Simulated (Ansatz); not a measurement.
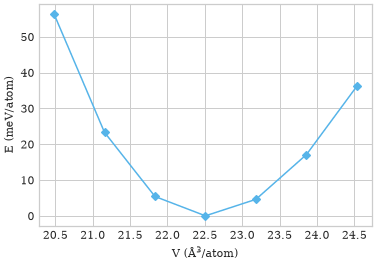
*In₂Au (fluorite or antifluorite type, space group No. 225) under volume change, plane-wave PAW LDA (Ansatz code), scaled uniformly.*

What does a third-order Birch–Murnaghan fit give for V₀, B₀ and B′?

V₀ = 22.52 Å³/atom, B₀ = 78.6 GPa, B′ = 6.2.

Space group Fm-3m (fluorite or antifluorite type). The first step of the workflow began from a Materials Project structure, measured or hypothetical; the Crystallography Open Database files this formula in space group No. 225, but the cells were not matched. Whether it is the stable phase at ambient conditions was not checked. The cell was relaxed with LDA under the symmetry of its start; of distortions, only those at the zone centre were tested. Scalar-relativistic: spin–orbit coupling is off unless named, which matters more the heavier the elements.

Potentials: the later of the program's two PAW sets.
